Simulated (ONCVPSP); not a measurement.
```
Element                 : Ru (Z = 44)
Generator               : ONCVPSP 4.0.1
Type                    : optimised norm-conserving Vanderbilt (ONCV)
Functional              : LDA (Perdew-Zunger)
Relativity              : scalar-relativistic
Frozen core             : [Ar] 3d10
Valence charge          : 16
Reference configuration : 4s2 4p6 4d7.5 5s0.5
Partial waves           : 4s+5s: rc 1.95 bohr, ncon 4, nbas 7, qcut 6.4 1/bohr, 2 projectors; 4p: rc 1.15 bohr, ncon 3, nbas 8, qcut 7.2 1/bohr, 2 projectors, debl 1.2 Ha; 4d: rc 1.40 bohr, ncon 3, nbas 6, qcut 7.8 1/bohr, 3 projectors, debl 3.4 Ha; f scattering state at 0.16 Ha: rc 1.60 bohr, ncon 3, nbas 7, qcut 7.4 1/bohr, 2 projectors, debl 3.7 Ha
Local potential         : polynomial inside 0.75 bohr (lpopt 5, dvloc0 -1 Ha)
Core correction         : polynomial model core, fcfact 0.25
```

In the p channel the program set the typed energies aside and used -1.659, 0.250 Ha.

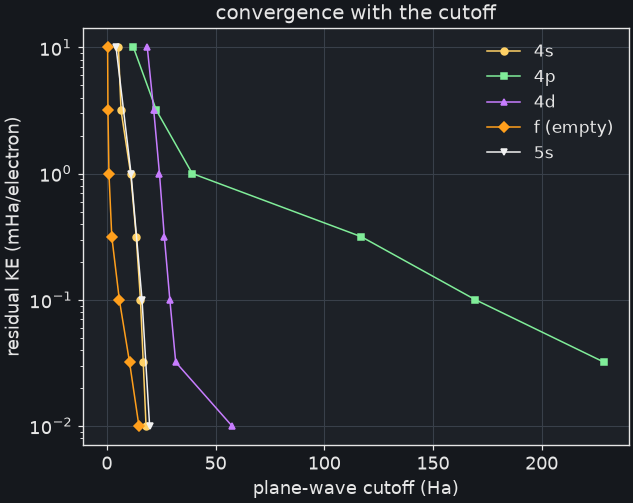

Residual kinetic energy of the pseudo-waves (the first of each channel, and further valence shells) beyond the plane-wave cutoff, as the generator prints it.

Which wave is the hardest at 1 mHa per electron, and which settings govern it?

4p, with rc = 1.15 bohr and qcut = 7.2 1/bohr. The optimisation minimises, but can't always remove, the kinetic energy above qcut²/2 = 25.9 Ha, and a larger rc would as a rule soften the wave at some cost in transferability.

At which cutoff does each wave reach 1 mHa per electron?

4p: 39 Ha; 4d: 24 Ha; 5s: 11 Ha; 4s: 11 Ha; f (empty): 1.0 Ha.

Which cutoffs does the potential need for its occupied states?

39 Ha for 1 mHa and 170 Ha for 0.1 mHa per electron. The first is set by 4p.

The potential isn't sound: its ghost test gives GHOST(-) flagged for s at -93.6 eV; GHOST(+) flagged for p at 271.1 eV, f at 157.3 eV.
